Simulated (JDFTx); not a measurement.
```yaml
surface: Cu(110)
bulk: Cu, Fm-3m, lattice of mp-30 (not re-optimised)
slab: 8 atoms in 8 planes, 1x1, 8.8 Å between the outermost planes
in-plane cell: 2.530 × 3.577 Å, 9.05 Å²
cell_height: 24.9 Å
sampling: 8×6×1 k mesh, Fermi smearing 0.01 Ha, no spin polarisation
```

Computed with JDFTx (a modified build): PBE, GBRV ultrasoft potentials, plane waves to 20/100 Ha. Liquid on both sides: CANDLE, water, 2 M NaF; nuclei fixed. SHE scale: U = −μ/e − 4.44 V, by convention.

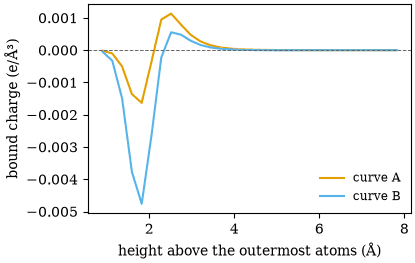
*Plane-averaged bound charge of the liquid for two states of the electrode*

One curve is the neutral slab. Which, and what is the sign of the other's charge?

Curve A is neutral (potential of zero charge, -0.35 V). Curve B is positively charged, 4.3 μC/cm² at -0.05 V.
